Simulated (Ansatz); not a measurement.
# Run report: GeH$_{4}$O, geometry relaxation

System: GeH$_{4}$O.
Method: RKS BLYP-D4/def2-mTZVP (Ansatz 0.2.0).

It belongs to a series of runs on one base structure; here: start relaxed. Figures and captions count atoms from 1; the log counts them from 0 in places.

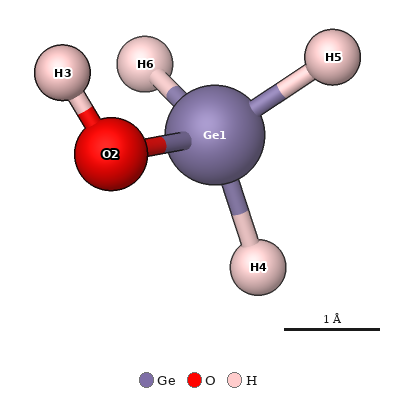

**Figure 1.** The structure as given in the input (ball-and-stick view, seen at a tilt; atoms are numbered from 1 in the order of the input). Sticks mark near contacts. Bond lengths as drawn: Ge–H 1.55 Å, Ge–O 1.77 Å and H–O 1.01 Å.

## Results in brief

| quantity | value |
| --- | --- |
| outcome | converged |
| total energy | −58632.4629 eV |
| mean-field energy | −58632.3136 eV |
| largest force (length of the vector) at the end | 0.007 eV/Å |
| hardware | 1 thread of Intel Xeon (Sapphire Rapids), 32 GiB of memory available, shared host |
| wall time | 7.5 s |
| peak memory | 0.13 GiB |

## Input file
```yaml
crystal:
  periodic: [false, false, false]
  atoms:
    - { symbol: Ge, position_ang: [0.0, 0.0, 0.0] }
    - { symbol: O, position_ang: [0.0, 0.0, 1.77] }
    - { symbol: H, position_ang: [-0.9095, -0.2814, 2.1071] }
    - { symbol: H, position_ang: [1.4616, 0.0, -0.5162] }
    - { symbol: H, position_ang: [-0.73, 1.2648, -0.5162] }
    - { symbol: H, position_ang: [-0.73, -1.2648, -0.5162] }
basis:
  gaussian: { orbitals: def2-mTZVP }
hamiltonian:
  xc: blyp
  dispersion: d4
relax:
  f_tol: 0.02
  max_steps: 40
```

Command:
```bash
ansatz run input.yaml --threads 1 --pin off --max-ram 2048MiB --backend cpu --events-out ev --progress --plain --runs-dir out
```

## What the program printed
```
The last accepted step is kept in [file] (removed where the run ends without a failure and the disk answers)
Engine: ansatz 0.2.0, x86_64-unknown-linux-gnu
Functional definition: BLYP
  parameter beta = 0.0042
  parameter a = 0.04918
  parameter b = 0.132
  parameter c = 0.2533
  parameter d = 0.349
  exchange = b88_x(beta = beta)
  correlation = lyp_c(a = a, b = b, c = c, d = d)
671 factors; their error is unknown
mean field evaluation 1: about -58625.0746 eV, gradient 6.9e1 eV
mean field evaluation 2: about -58569.2080 eV, gradient 1.7e2 eV
mean field evaluation 4: about -58632.0941 eV, gradient 1.2e1 eV
mean field evaluation 8: about -58632.2303 eV, gradient 1.1e-1 eV
mean field -58632.23036602 eV, -2154.6947235980 hartree, gradient 3.4e-5 eV, S^2 0.000000; 0 other end points of the search recorded, 0 dependent functions left out
the calculation of the forces begins
reference -58632.23064493 eV, -2154.6947338478 hartree; 22, 22 occupied and 50, 50 virtual orbitals, 671 factors
relax step   1: F+E_penalty+E_count = -58632.38110076 eV  Δ(F+E_penalty+E_count) = +0.000e0 eV  max|allowed force component| = 1.672e0 eV/Å  Δτ_max = 0.0000 Å  (25 SCF iters, accepted)
these checks for a lower state are left out or cut short: starts, cluster_reference, orbital_swaps, neighbouring_geometries, increment
671 factors; their error is unknown
mean field evaluation 16: about -58632.2887 eV, gradient 3.1e0 eV
mean field -58632.29770501 eV, -2154.6971982603 hartree, gradient 8.7e-6 eV, S^2 0.000000; 0 other end points of the search recorded, 0 dependent functions left out
the calculation of the forces begins
reference -58632.29798609 eV, -2154.6972085899 hartree; 22, 22 occupied and 50, 50 virtual orbitals, 671 factors
relax step   2: F+E_penalty+E_count = -58632.44761958 eV  Δ(F+E_penalty+E_count) = -6.652e-2 eV  max|allowed force component| = 7.030e-1 eV/Å  Δτ_max = 0.0704 Å  (28 SCF iters, accepted)
these checks for a lower state are left out or cut short: starts, cluster_reference, orbital_swaps, neighbouring_geometries, increment
671 factors; their error is unknown
mean field -58632.31101098 eV, -2154.6976872458 hartree, gradient 2.2e-5 eV, S^2 0.000000; 0 other end points of the search recorded, 0 dependent functions left out
the calculation of the forces begins
reference -58632.31129337 eV, -2154.6976976234 hartree; 22, 22 occupied and 50, 50 virtual orbitals, 671 factors
relax step   3: F+E_penalty+E_count = -58632.46034212 eV  Δ(F+E_penalty+E_count) = -1.272e-2 eV  max|allowed force component| = 6.271e-2 eV/Å  Δτ_max = 0.0292 Å  (26 SCF iters, accepted)
these checks for a lower state are left out or cut short: starts, cluster_reference, orbital_swaps, neighbouring_geometries, increment
671 factors; their error is unknown
mean field evaluation 32: about -58632.3120 eV, gradient 8.0e-2 eV
mean field -58632.31197546 eV, -2154.6977226895 hartree, gradient 2.1e-5 eV, S^2 0.000000; 0 other end points of the search recorded, 0 dependent functions left out
the calculation of the forces begins
reference -58632.31225788 eV, -2154.6977330685 hartree; 22, 22 occupied and 50, 50 virtual orbitals, 671 factors
relax step   4: F+E_penalty+E_count = -58632.46127383 eV  Δ(F+E_penalty+E_count) = -9.317e-4 eV  max|allowed force component| = 1.688e-2 eV/Å  Δτ_max = 0.0202 Å  (27 SCF iters, accepted)
these checks for a lower state are left out or cut short: starts, cluster_reference, orbital_swaps, neighbouring_geometries, increment
671 factors; their error is unknown
mean field -58632.31260613 eV, -2154.6977458665 hartree, gradient 2.7e-5 eV, S^2 0.000000; 0 other end points of the search recorded, 0 dependent functions left out
the calculation of the forces begins
reference -58632.31288848 eV, -2154.6977562426 hartree; 22, 22 occupied and 50, 50 virtual orbitals, 671 factors
relax step   5: F+E_penalty+E_count = -58632.46189675 eV  Δ(F+E_penalty+E_count) = -6.229e-4 eV  max|allowed force component| = 1.332e-1 eV/Å  Δτ_max = 0.0367 Å  (26 SCF iters, accepted)
these checks for a lower state are left out or cut short: starts, cluster_reference, orbital_swaps, neighbouring_geometries, increment
671 factors; their error is unknown
mean field -58632.31309257 eV, -2154.6977637429 hartree, gradient 8.2e-6 eV, S^2 0.000000; 0 other end points of the search recorded, 0 dependent functions left out
the calculation of the forces begins
reference -58632.31337515 eV, -2154.6977741275 hartree; 22, 22 occupied and 50, 50 virtual orbitals, 671 factors
relax step   6: F+E_penalty+E_count = -58632.46240159 eV  Δ(F+E_penalty+E_count) = -5.048e-4 eV  max|allowed force component| = 4.051e-2 eV/Å  Δτ_max = 0.0350 Å  (27 SCF iters, accepted)
these checks for a lower state are left out or cut short: starts, cluster_reference, orbital_swaps, neighbouring_geometries, increment
671 factors; their error is unknown
mean field -58632.31328804 eV, -2154.6977709262 hartree, gradient 2.0e-5 eV, S^2 0.000000; 0 other end points of the search recorded, 0 dependent functions left out
the calculation of the forces begins
reference -58632.31357049 eV, -2154.6977813058 hartree; 22, 22 occupied and 50, 50 virtual orbitals, 671 factors
relax step   7: F+E_penalty+E_count = -58632.46259356 eV  Δ(F+E_penalty+E_count) = -1.920e-4 eV  max|allowed force component| = 5.417e-3 eV/Å  Δτ_max = 0.0087 Å  (27 SCF iters, accepted)
671 factors; their error is unknown
mean field evaluation 64: about -58632.3121 eV, gradient 3.0e0 eV
```

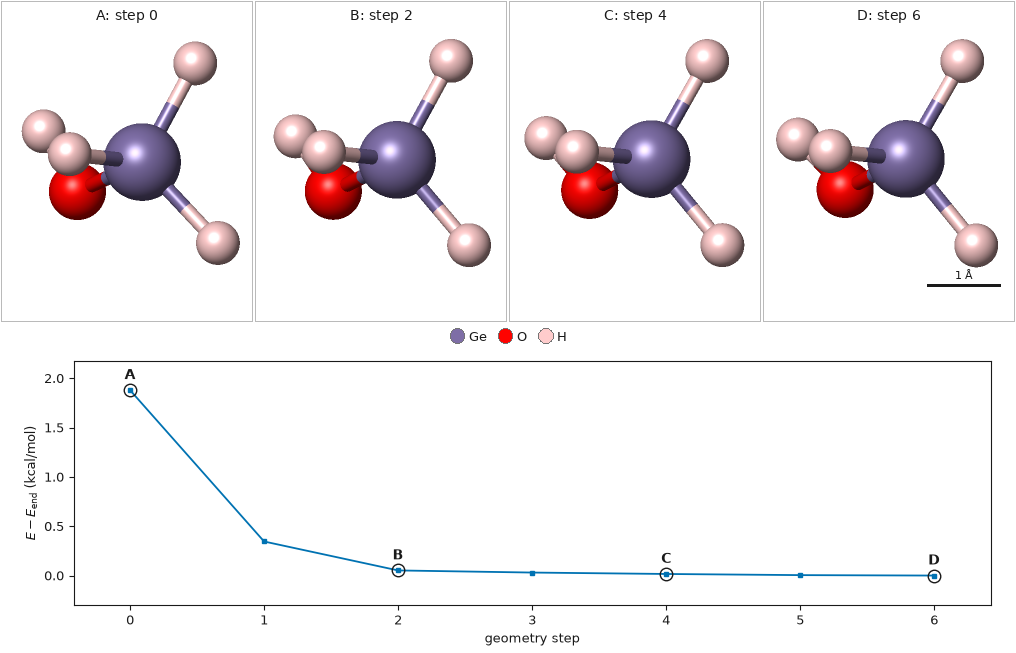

**Figure 2.** Frames of the relaxation (ball-and-stick view, seen at a tilt) above the curves, on which the letters mark them (the first geometry is step 0 here and step 1 in the log).

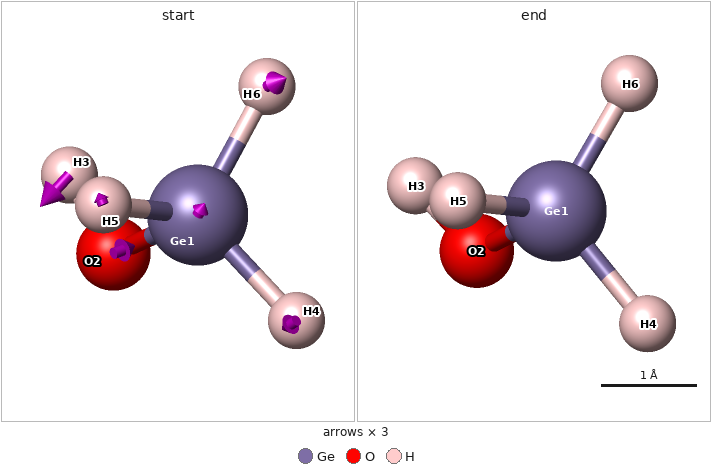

**Figure 3.** Before (left) and after (right) the relaxation, at one scale (ball-and-stick view, seen at a tilt). The pink arrows give the displacements, magnified 3 times. The largest move after the best rigid fit is that of H3, 0.16 Å. By element the largest moves are H 0.16 Å, O 0.10 Å, Ge 0.06 Å. Among the contacts that change: Ge1–O2 1.770 → 1.823 Å, O2–H3 1.010 → 0.977 Å, Ge1–H4 1.550 → 1.544 Å, Ge1–H5 1.549 → 1.555 Å. Among the angles that change: O2–Ge1–H4 109.5° → 103.4°, Ge1–O2–H3 109.5° → 112.0°. Over 6 geometry steps the energy falls by 1.88 kcal/mol. Largest force component: 1.7 eV/Å at the start, 0.0054 eV/Å at the end. (Atoms are counted from 1 in the order of the input.)

```
mean field -58632.31328804 eV, -2154.6977709262 hartree, gradient 2.0e-5 eV, S^2 0.000000; 1 other end points of the search recorded, 0 dependent functions left out
the calculation of the forces begins
reference -58632.31357049 eV, -2154.6977813058 hartree; 22, 22 occupied and 50, 50 virtual orbitals, 671 factors
Total energy: -58632.46287600 eV, -2154.7032681824 hartree
Atom 0 at    -0.024940    -0.024839    -0.043125 Å, force     0.004373     0.000401    -0.005417 eV/Å
Atom 1 at     0.023668    -0.102701     1.777293 Å, force     0.001525    -0.000390    -0.001920 eV/Å
Atom 2 at    -0.871622    -0.142476     2.165524 Å, force    -0.003265     0.000464     0.002892 eV/Å
Atom 3 at     1.466907     0.019435    -0.438001 Å, force    -0.000675     0.000029     0.001185 eV/Å
Atom 4 at    -0.773911     1.254726    -0.511913 Å, force    -0.001078     0.000441     0.001926 eV/Å
Atom 5 at    -0.728002    -1.285545    -0.621278 Å, force    -0.000880    -0.000946     0.001333 eV/Å
Dipole moment:    -0.257891     0.000590    -0.167737 e Å
```

## Trajectory as extended XYZ (Å, eV, eV/Å), 7 frames, from step=1 to step=7
```
6
Properties=species:S:1:pos:R:3:forces:R:3 step=1 energy=-58632.38110
Ge    0.0000    0.0000    0.0000    0.0102   0.0265  -1.4368
O     0.0000    0.0000    1.7700   -1.1826  -0.4434   1.6718
H    -0.9095   -0.2814    2.1071    1.2996   0.4109  -0.3385
H     1.4616    0.0000   -0.5162    0.0048   0.0132   0.2184
H    -0.7300    1.2648   -0.5162   -0.0595   0.0962  -0.0643
H    -0.7300   -1.2648   -0.5162   -0.0726  -0.1034  -0.0505
6
Properties=species:S:1:pos:R:3:forces:R:3 step=2 energy=-58632.44762
Ge   -0.0260   -0.0026   -0.0265    0.1404  -0.0004  -0.6534
O     0.0179   -0.0243    1.7706   -0.5281  -0.1573   0.7030
H    -0.8698   -0.2595    2.1354    0.4886   0.1487  -0.0890
H     1.4661    0.0067   -0.4463   -0.0718   0.0045   0.0339
H    -0.7471    1.2729   -0.5491   -0.0201  -0.0064   0.0132
H    -0.7490   -1.2746   -0.5556   -0.0090   0.0110  -0.0076
6
Properties=species:S:1:pos:R:3:forces:R:3 step=3 energy=-58632.46034
Ge   -0.0219   -0.0073   -0.0393   -0.0208  -0.0028  -0.0627
O     0.0140   -0.0363    1.7819    0.0367  -0.0088  -0.0016
H    -0.8639   -0.2403    2.1566   -0.0285   0.0117   0.0230
H     1.4710    0.0088   -0.4409   -0.0310   0.0015   0.0195
H    -0.7561    1.2657   -0.5511    0.0171  -0.0036   0.0167
H    -0.7510   -1.2720   -0.5788    0.0265   0.0020   0.0050
6
Properties=species:S:1:pos:R:3:forces:R:3 step=4 energy=-58632.46127
Ge   -0.0264   -0.0108   -0.0431    0.0092  -0.0033   0.0149
O     0.0175   -0.0497    1.7798   -0.0094  -0.0134  -0.0169
H    -0.8657   -0.2205    2.1606    0.0048   0.0165   0.0035
H     1.4658    0.0107   -0.4386    0.0034   0.0023  -0.0006
H    -0.7564    1.2683   -0.5429   -0.0074  -0.0118   0.0042
H    -0.7428   -1.2793   -0.5874   -0.0005   0.0097  -0.0051
6
Properties=species:S:1:pos:R:3:forces:R:3 step=5 energy=-58632.46190
Ge   -0.0262   -0.0173   -0.0451    0.0091  -0.0025   0.0539
O     0.0231   -0.0746    1.7781   -0.1332  -0.0209   0.0237
H    -0.8706   -0.1843    2.1642    0.1258   0.0244  -0.0528
H     1.4654    0.0150   -0.4373    0.0182   0.0013  -0.0114
H    -0.7640    1.2625   -0.5287   -0.0120  -0.0003  -0.0029
H    -0.7356   -1.2828   -0.6027   -0.0080  -0.0020  -0.0104
6
Properties=species:S:1:pos:R:3:forces:R:3 step=6 energy=-58632.46240
Ge   -0.0237   -0.0241   -0.0445   -0.0303   0.0056   0.0051
O     0.0204   -0.0970    1.7757    0.0405  -0.0046   0.0202
H    -0.8713   -0.1499    2.1701   -0.0134   0.0027  -0.0262
H     1.4684    0.0190   -0.4394   -0.0050  -0.0024   0.0086
H    -0.7720    1.2556   -0.5144    0.0027  -0.0016  -0.0051
H    -0.7297   -1.2851   -0.6190    0.0055   0.0003  -0.0027
6
Properties=species:S:1:pos:R:3:forces:R:3 step=7 energy=-58632.46259
Ge   -0.0249   -0.0248   -0.0431    0.0044   0.0004  -0.0054
O     0.0237   -0.1027    1.7773    0.0015  -0.0004  -0.0019
H    -0.8716   -0.1425    2.1655   -0.0033   0.0005   0.0029
H     1.4669    0.0194   -0.4380   -0.0007   0.0000   0.0012
H    -0.7739    1.2547   -0.5119   -0.0011   0.0004   0.0019
H    -0.7280   -1.2855   -0.6213   -0.0009  -0.0009   0.0013
```
